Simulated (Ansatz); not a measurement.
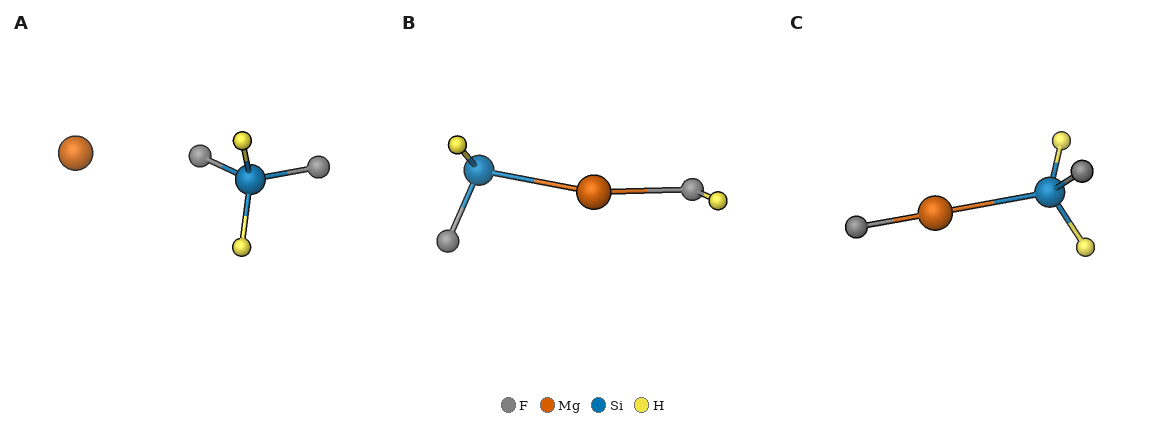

3 stationary structures of one formula. Geometries: PBE-D4/def2-SVP. Electronic energies: PBE-D4/def2-SVP (Ansatz 0.2.0), without zero-point energy. No frequency run is at hand to confirm each as a minimum.

### Rank them by energy, lowest first.

C is lowest (Cs); A lies 36.5 kJ/mol above it (Cs), B lies 278.7 kJ/mol above it (C1).
